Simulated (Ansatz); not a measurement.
**C$_{2}$H$_{5}$Al$_{2}$N: density, localisation and related maps**

Input file:

```
crystal:
  periodic: [false, false, false]
  atoms:
    - {symbol: N, position_ang: [-0.802426, 1.648002, -0.196432]}
    - {symbol: C, position_ang: [0.047081, 0.727519, -0.659371]}
    - {symbol: C, position_ang: [0.381808, -0.522963, -0.120803]}
    - {symbol: Al, position_ang: [-0.133342, -1.504266, 1.434287]}
    - {symbol: Al, position_ang: [1.298444, -0.193875, -1.700103]}
    - {symbol: H, position_ang: [-1.315503, 1.501317, 0.660728]}
    - {symbol: H, position_ang: [-0.947392, 2.510454, -0.686871]}
    - {symbol: H, position_ang: [0.472562, -2.947343, 1.710229]}
    - {symbol: H, position_ang: [-1.174340, -0.914210, 2.496967]}
    - {symbol: H, position_ang: [2.256107, -0.355733, -2.935630]}
basis:
  gaussian: {orbitals: def2-TZVPP}
hamiltonian: {xc: pbe0, dispersion: d4}
output: {orbitals: {seedname: orbitals}}
```

Run with:

```sh
ansatz run in.yaml --threads 2 --pin off --events-out ev --progress --plain --max-ram 4352MiB
```

Geometry: PBE0-D4/def2-TZVP.

Method: RKS PBE0-D4/def2-TZVPP (Ansatz 0.2.0).

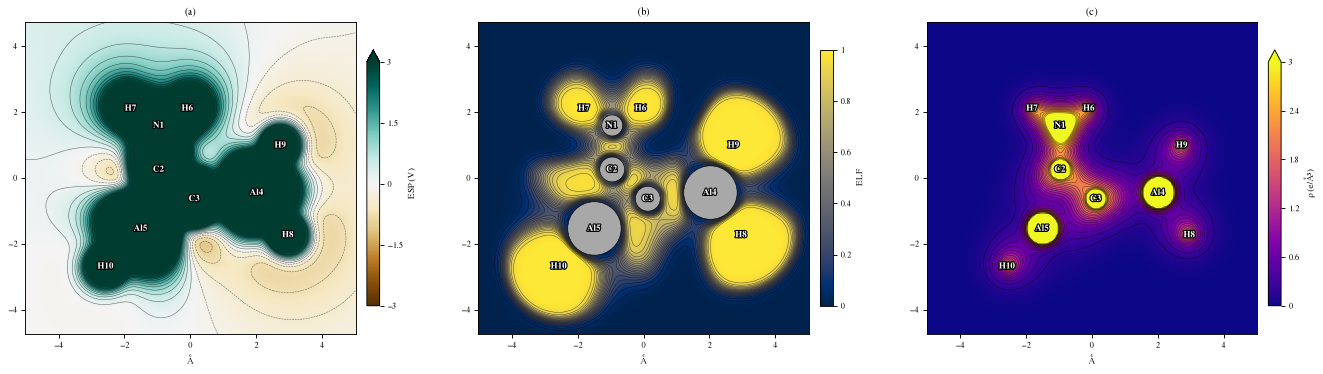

Figure 1. (a) electrostatic potential; (b) ELF; (c) electron density on the molecular plane. Grey discs cover the atomic cores in the ELF map.

### What does the map show?

- The section cuts through N, C, Al and H sites.
- C–N (1.34 Å): the density is about 2.5 e/Å³ at the midpoint; the ELF peaks at about 0.90 between the atoms, as expected for a covalent bond.
- C–C (1.40 Å): ρ at the midpoint is about 2 e/Å³; the ELF peaks at about 0.90 between the atoms: a covalent bond.
- C–Al (1.86 Å): the density is about 0.72 e/Å³ at the midpoint; the ELF peaks at about 0.80 in the valence shell of C, 0.7 Å from its nucleus, and is about 0.55 at the midpoint.
- N–H (1.00 Å): the density is about 3 e/Å³ at the midpoint; the ELF climbs to about 1 towards the hydrogen, as it does in any bond to H; an ordinary covalent bond to hydrogen.
- C–Al (1.91 Å): ρ at the midpoint is about 0.74 e/Å³; the ELF peaks at about 0.95 between the atoms; a polar covalent bond.
- Outside the dense part of the molecule the potential is most negative (−1.1 V) near C3.

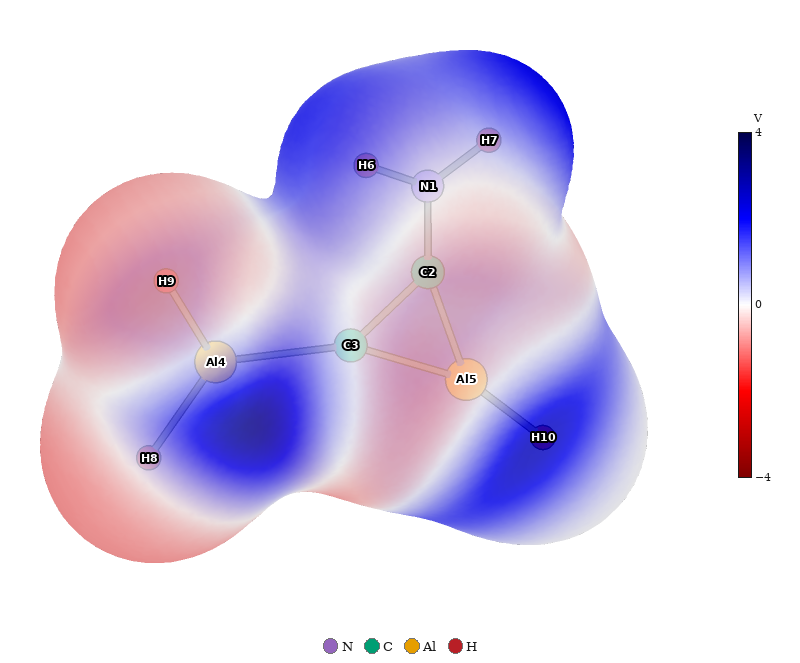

Figure 2. The molecular electrostatic potential painted on the density surface at 0.002 e/bohr³, seen at a tilt; red is negative and blue positive.

### Which sites attract a positive test charge, and which a negative one?

A positive charge is drawn to the negative regions and a negative charge to the positive ones. The most negative region (about −0.8 V) lies over H8 and H9, the most positive (about +3.0 V) over Al4.

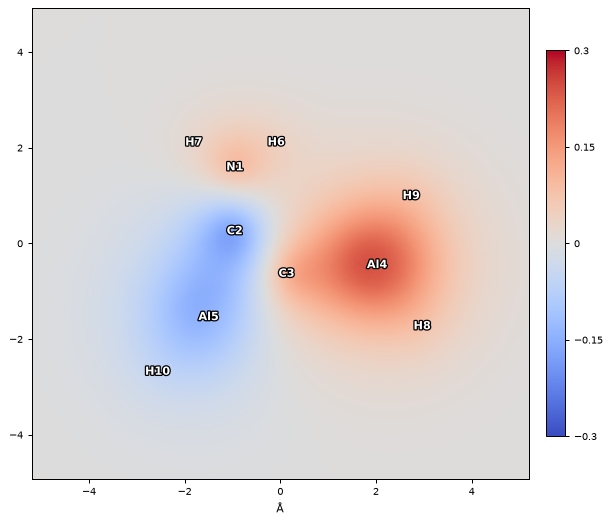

Figure 3. The LUMO on a plane 0.8 Å above the molecular plane (values in Å⁻³ᐟ²; the overall sign is arbitrary).

### What is the character of this orbital?

Its weight (Hirshfeld) is mainly on Al4 (about 55 %), Al5 (about 20 %), C3 (about 10 %) and C2 (about 10 %); it changes sign across the molecular plane (π type); π-bonding across C2–Al5; π-antibonding (a node) across C2–C3 and C3–Al5. Its energy is −1.41 eV.

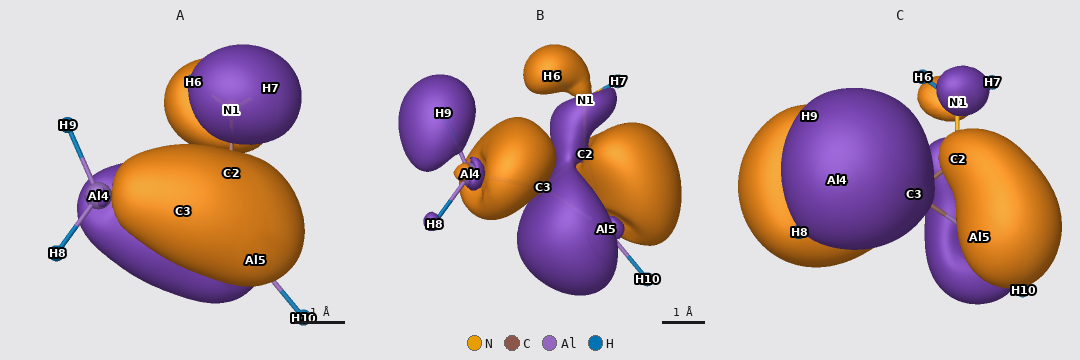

Figure 4. Three frontier orbitals at ±0.06 Å⁻³ᐟ² (orange and purple are the two phases), in no order.

### Which picture is the HOMO−1, the HOMO and the LUMO?

A is the HOMO−1 (−6.48 eV). It lies mainly on C3 (about 35 %), N1 (about 25 %), Al5 (about 15 %) and C2 (about 15 %); it changes sign across the molecular plane (π type); π-bonding across C2–C3, C2–Al5 and C3–Al5; π-antibonding (a node) across N1–C2. B is the HOMO (−5.96 eV). Its weight (Hirshfeld) is mainly on C3 (about 30 %), Al5 (about 25 %), C2 (about 25 %) and Al4 (about 10 %); it is symmetric in the molecular plane (an in-plane orbital: σ, lone-pair or in-plane π type). C is the LUMO (−1.41 eV). Its weight (Hirshfeld) is mainly on Al4 (about 55 %), Al5 (about 20 %), C3 (about 10 %) and C2 (about 10 %); it changes sign across the molecular plane (π type); π-bonding across C2–Al5; π-antibonding (a node) across C2–C3 and C3–Al5.

### What is the HOMO–LUMO gap?

4.55 eV between the orbital energies.
